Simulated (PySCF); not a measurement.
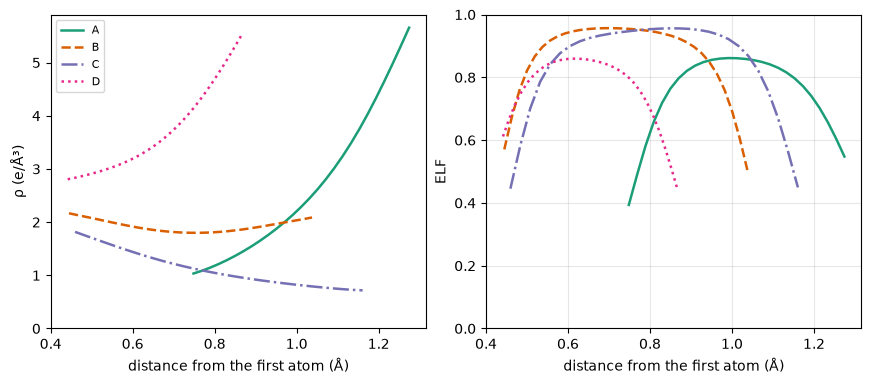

*C$_{3}$H$_{10}$O$_{2}$SSi$_{2}$. Total electron density and electron localisation function along straight lines between neighbouring atoms. The curves leave out the atomic cores.*

Geometry: GFN2-xTB.

Level of theory: PBE0/pcSseg-1, SCF density, gas phase, non-relativistic in PySCF.

Input file:

```
{"job": {"kind": "nmr", "xc": "PBE0", "basis": "pcSseg-1"}, "charge": 0, "multiplicity": 1}
C     -1.865146     1.073399     0.672875
C     -1.577806    -0.397026     0.544421
O     -1.720507    -1.173226     1.471953
C     -1.025414    -0.838927    -0.757951
Si     0.809806    -1.345577    -0.414123
O      0.827150    -2.176948     0.973859
Si     2.148700     0.498089    -0.079663
S      1.494759     2.045185    -1.452817
H     -1.012248     1.650932     0.321104
H     -2.717653     1.326638     0.044327
H     -2.093430     1.330649     1.703979
H     -1.111741    -0.074616    -1.523547
H     -1.539920    -1.741110    -1.084155
H      1.193717    -2.257472    -1.496953
H      0.003260    -2.244330     1.470979
H      2.109807     1.154179     1.233681
H      3.566008     0.302158    -0.393596
H      2.501898     2.874321    -1.246031
```

Launched as:

```sh
OMP_NUM_THREADS=1 python probes_run.py task.json out
```

Q: Which curve belongs to which contact (C–C, C–O, C–Si and Si–O)? The first atom named is at distance zero.

A: Curve A: Si–O (1.62 Å): the density is about 1.2 e/Å³ at the midpoint; the ELF peaks at about 0.85 between the atoms (a polar covalent bond). Curve B: C–C (1.48 Å): ρ at the midpoint is about 1.8 e/Å³; the ELF peaks at about 0.95 between the atoms; a covalent bond. Curve C: C–Si (1.93 Å): the density is about 0.85 e/Å³ at the midpoint; the ELF peaks at about 0.95 between the atoms; a shared electron pair. Curve D: C–O (1.22 Å): ρ at the midpoint is about 3.2 e/Å³; the ELF peaks at about 0.85 between the atoms (a multiple bond).
